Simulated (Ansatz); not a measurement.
# (MgO)1(LiF)2 [001] superlattice, started as rocksalt type: phonons and vibrational spectra

Task: relax (MgO)1(LiF)2 [001] superlattice, started as rocksalt type, then find its harmonic phonons.

Main program and level: Ansatz 0.2.0; DFT PBE, scalar-relativistic, plane waves, PAW.

The structure was built from a prototype and need not be the compound's stable phase.

**1. Set-up**

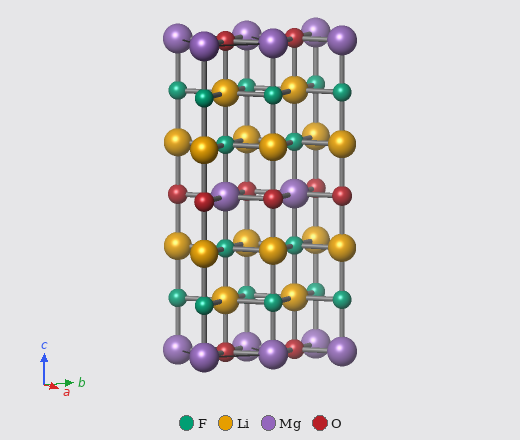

Start, viewed slightly off an axis; fluorine teal, lithium orange, magnesium purple, oxygen red. 1×2×1 cells are drawn. This picture shows the conventional cell, with its axes. Some periodic images of atoms are drawn too.

Coordinates:

```cif
data_structure
_symmetry_space_group_name_H-M 'P 1'
_symmetry_Int_Tables_number 1
_cell_length_a 2.8921
_cell_length_b 2.8921
_cell_length_c 6.4669
_cell_angle_alpha 102.921
_cell_angle_beta 77.079
_cell_angle_gamma 90.000
_cell_volume 51.31
loop_
_atom_site_label
_atom_site_type_symbol
_atom_site_fract_x
_atom_site_fract_y
_atom_site_fract_z
_atom_site_occupancy
F1 F 0.83333 0.16667 0.33333 1
F2 F 0.16667 0.83333 0.66667 1
Li3 Li 0.33333 0.66667 0.33333 1
Li4 Li 0.66667 0.33333 0.66667 1
Mg5 Mg 0.00000 0.00000 0.00000 1
O6 O 0.50000 0.50000 0.00000 1
```

**2. Rough relaxation**

A rough relaxation comes first, because large forces or stress need no tight tolerances yet.

The input, input.yaml:

```yaml
crystal:
  lattice:
    - [2.045, 2.045, 0.0]
    - [-2.045, 2.045, 0.0]
    - [2.045, 0.0, 6.135]
  atoms:
    - { symbol: F, position: [0.833333, 0.166667, 0.333333] }
    - { symbol: F, position: [0.166667, 0.833333, 0.666667] }
    - { symbol: Li, position: [0.333333, 0.666667, 0.333333] }
    - { symbol: Li, position: [0.666667, 0.333333, 0.666667] }
    - { symbol: Mg, position: [0.0, 0.0, 0.0] }
    - { symbol: O, position: [0.5, 0.5, 0.0] }
kpoints:
  mp_grid: { grid: [8, 8, 8] }
hamiltonian:
  xc: pbe
scf:
  occupations: { method: gaussian, width: 0.1 }
output:
  forces: true
  stress: true
  eigenvalues: true
relax:
  adjacent_minimum: "off"
  f_tol: 0.05
  max_steps: 80
  cell: { stress_tol: 0.5 }
```

Started as:

```sh
ansatz run input.yaml --threads 8 --pin off --max-ram 14336MiB --backend cpu --events-out ev --progress --plain --runs-dir out
```

Numbers of over 12 decimals in the logs are rounded to 6 here.

What it wrote:

```text
[...]
cell:  # Å, volume = 53.5471 Å³
    - [2.074294, 2.074294, 0.0]
    - [-2.074294, 2.074294, 0.0]
    - [2.074294, 0, 6.222502]
  atoms:
    - { symbol: F, position: [0.829322, 0.170678, 0.341355] }
    - { symbol: F, position: [0.170678, 0.829322, 0.658645] }
    - { symbol: Li, position: [0.334290, 0.665710, 0.331420] }
    - { symbol: Li, position: [0.665710, 0.334290, 0.668580] }
    - { symbol: Mg, position: [0, 0, 0.0] }
    - { symbol: O, position: [0.5, 0.5, 0.0] }
[key lines of the parts left out:]
SCF converged after 6 iterations
Free energy (F): -4526.272185 eV
Fermi energy:    7.454196 eV
P = ⅓ Tr σ = 0.0543 GPa (0.543 kbar)
```

It took 4.3 s on 8 threads of Arm Neoverse V2, shared host; peak memory 0.43 GiB; 26 s of CPU time.

Step by step:

```csv
step,energy less that of the first step (eV),largest force component (eV/Å),pressure (GPa),volume (Å³)
1,0.0000,0.6448,5.14,51.31
2,-0.0413,0.3129,3.14,52.04
3,-0.0560,0.0550,0.41,53.19
4,-0.0563,0.0384,0.04,53.36
5*,-0.0665,0.0384,0.43,53.36
6,-0.0666,0.0019,0.04,53.55
7*,-0.0673,0.0019,0.05,53.55
```

Relaxation steps marked * repeat the geometry before them on a plane-wave basis chosen anew for their cell, so energy and pressure can jump there.

The run keeps the 16 symmetry operations that it works with, so distortions that break them were not tested.

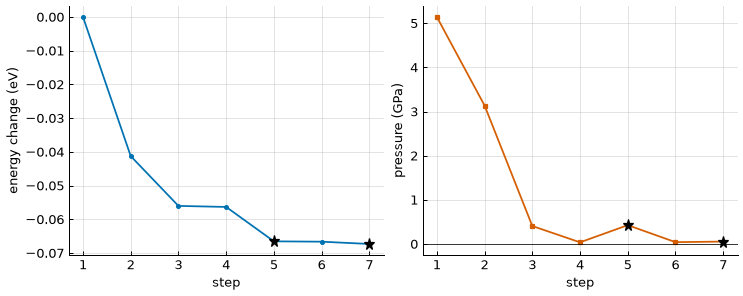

Energy and pressure along the relaxation. Stars mark steps on a basis chosen anew.

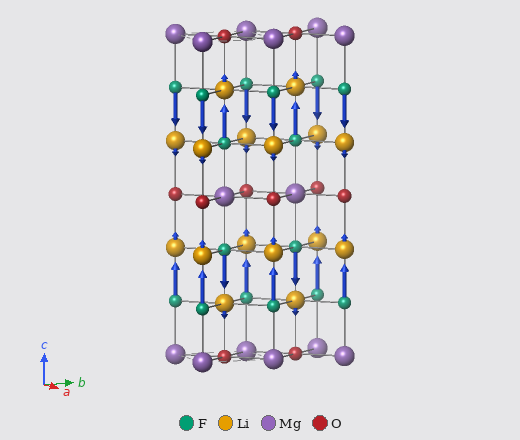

Displacements in the relaxation, exaggerated, measured against the changing cell; the longest in the cell stands for 0.05 Å. 1×2×1 conventional cells are drawn. Some periodic images of atoms are drawn too.

```csv
"conventional cell, symmetrised",before,after,change
a (Å),2.892,2.933,+1.4 %
b (Å),2.892,2.933,+1.4 %
c (Å),12.270,12.445,+1.4 %
volume (Å³/atom),8.55,8.92,+4.4 %
```

The atoms that moved most (Å, as changes of fractional coordinates times the final cell):

```csv
atom,dx,dy,dz,length
F2,0.000,0.000,-0.050,0.050
F1,0.000,0.000,0.050,0.050
Li4,0.000,0.000,0.012,0.012
Li3,0.000,0.000,-0.012,0.012
```

The relaxed structure:

```xyz
6
Lattice="2.0743 2.0743 0.0000 -2.0743 2.0743 0.0000 2.0743 0.0000 6.2225" Properties=species:S:1:pos:R:3 pbc="T T T"
F     2.0743    2.0743    2.1241
F     0.0000    2.0743    4.0984
Li    0.0000    2.0743    2.0623
Li    2.0743    2.0743    4.1602
Mg    0.0000    0.0000    0.0000
O     0.0000    2.0743    0.0000
```

Numbers from this step:

* pressure: 0.05435 GPa
* gap on the k-mesh: 5.496 eV
* volume per atom: 8.925 Å³
* direct gap on mesh: 5.496 eV

In this step the volume went from 8.55 to 8.92 Å³/atom.

**3. Bringing the structure to rest**

The cell and atoms are relaxed, since residual forces and stress would shift the frequencies.

The input, input.yaml:

```yaml
crystal:
  lattice:
    - [2.0742943591, 2.0742943591, 0.0]
    - [-2.0742943591, 2.0742943591, 0.0]
    - [2.0742943591, 0.0, 6.2225022646]
  atoms:
    - { symbol: F, position: [0.8293222645, 0.1706777355, 0.341355471] }
    - { symbol: F, position: [0.1706777355, 0.8293222645, 0.658644529] }
    - { symbol: Li, position: [0.3342901944, 0.6657098056, 0.3314196113] }
    - { symbol: Li, position: [0.6657098056, 0.3342901944, 0.6685803887] }
    - { symbol: Mg, position: [0.0, 0.0, 0.0] }
    - { symbol: O, position: [0.5, 0.5, 0.0] }
kpoints:
  mp_grid: { grid: [8, 8, 8] }
hamiltonian:
  xc: pbe
scf:
  occupations: { method: gaussian, width: 0.02 }
output:
  forces: true
  stress: true
  eigenvalues: true
relax:
  adjacent_minimum: "off"
  f_tol: 0.005
  max_steps: 80
  cell: { stress_tol: 0.05 }
```

What it wrote:

```text
[...]
Crystal: 6 atoms, lattice volume = 53.547 Å³
Basis set: ecut = 420 eV, 1025 PW (Γ), exchange–correlation on 40×40×90 points (8 copies of the dense FFT grid, shifted against one another)
Bands: 24, of which v1, the nominal top of the filled ones, is band 18 counted from 1 (17 counted from 0)
Symmetry: 16 space group operations
[...]
k-points: 59 of 512
[...]
cell:  # Å, volume = 53.5928 Å³
    - [2.074202, 2.074202, 0.0]
    - [-2.074202, 2.074202, 0.0]
    - [2.074202, 0, 6.228366]
  atoms:
    - { symbol: F, position: [0.829339, 0.170661, 0.341322] }
    - { symbol: F, position: [0.170661, 0.829339, 0.658678] }
    - { symbol: Li, position: [0.334273, 0.665727, 0.331454] }
    - { symbol: Li, position: [0.665727, 0.334273, 0.668546] }
    - { symbol: Mg, position: [0, 0, 0] }
    - { symbol: O, position: [0.5, 0.5, 0] }
[key lines of the parts left out:]
SCF converged after 6 iterations
Free energy (F): -4526.272283 eV
Fermi energy:    7.439535 eV
P = ⅓ Tr σ = -0.0174 GPa (-0.174 kbar)
```

It took 2.3 s on 8 threads; peak memory 0.43 GiB; 15 s of CPU time.

Little changed from the start: no atom moved by 0.005 Å and no cell edge by 0.1 %.

This step gave:

```yaml
pressure: -0.01740 GPa
gap_on_the_k_mesh: 5.489 eV
volume_per_atom: 8.932 Å³
direct_gap_on_mesh: 5.489 eV
```

In this step the volume went from 8.92 to 8.93 Å³/atom.

**4. Tight relaxation**

Phonons need a cell at rest on their own settings, so the relaxation is repeated with tight tolerances on forces and stress on the k mesh and occupations of the first response run.

The input, input.yaml:

```yaml
crystal:
  lattice:
    - [2.0742020896, 2.0742020896, 0.0]
    - [-2.0742020896, 2.0742020896, 0.0]
    - [2.0742020896, 0.0, 6.2283657235]
  atoms:
    - { symbol: F, position: [0.8293391684, 0.1706608316, 0.3413216632] }
    - { symbol: F, position: [0.1706608316, 0.8293391684, 0.6586783368] }
    - { symbol: Li, position: [0.33427319, 0.66572681, 0.3314536201] }
    - { symbol: Li, position: [0.66572681, 0.33427319, 0.6685463799] }
    - { symbol: Mg, position: [0.0, 0.0, 0.0] }
    - { symbol: O, position: [0.5, 0.5, 0.0] }
kpoints:
  mp_grid: { grid: [8, 8, 8] }
hamiltonian:
  xc: pbe
scf:
  occupations: { method: fixed }
output:
  forces: true
  stress: true
  eigenvalues: true
relax:
  adjacent_minimum: "off"
  f_tol: 0.001
  max_steps: 60
  cell: { stress_tol: 0.01 }
```

What it wrote:

```text
[...]
Crystal: 6 atoms, lattice volume = 53.593 Å³
Basis set: ecut = 420 eV, 1025 PW (Γ), exchange–correlation on 40×40×90 points (8 copies of the dense FFT grid, shifted against one another)
Bands: 24, of which v1, the nominal top of the filled ones, is band 18 counted from 1 (17 counted from 0)
Symmetry: 16 space group operations
[...]
k-points: 59 of 512
[...]
cell:  # Å, volume = 53.5858 Å³
    - [2.073825, 2.073825, 0.0]
    - [-2.073825, 2.073825, 0.0]
    - [2.073825, 0, 6.229821]
  atoms:
    - { symbol: F, position: [0.829357, 0.170643, 0.341286] }
    - { symbol: F, position: [0.170643, 0.829357, 0.658714] }
    - { symbol: Li, position: [0.334281, 0.665719, 0.331438] }
    - { symbol: Li, position: [0.665719, 0.334281, 0.668562] }
    - { symbol: Mg, position: [0, 0, 0.0] }
    - { symbol: O, position: [0.5, 0.5, 0.0] }
[key lines of the parts left out:]
SCF converged after 10 iterations
Free energy (F): -4526.272274 eV
Fermi energy:    4.696685 eV
P = ⅓ Tr σ = 0.0007 GPa (0.007 kbar)
```

Wall time 5.1 s (8 threads); peak memory 0.44 GiB; 32 s of CPU time.

Little changed from the start: no atom moved by 0.005 Å and no cell edge by 0.1 %.

Numbers from this step:

| Quantity | Value |
| --- | --- |
| pressure | 7.03e-4 GPa |
| gap on the k-mesh | 5.490 eV |
| volume per atom | 8.931 Å³ |
| direct gap on mesh | 5.490 eV |

The largest force component left is 0.087 meV/Å and the pressure is 0.001 GPa, within the tolerances set. The cell now holds 8.93 Å³/atom.

(Continued in part 2 of 2.)

[Logs are printed without paths, hosts, clocks, repeated set-up lines and the standing remarks that a program may print on its own settings, such as how far it seeks lower states.]

[Hosts, paths, dates, database ids (printed as entryN), source tags and the programs' standing remarks are cut or masked in the printed files.]
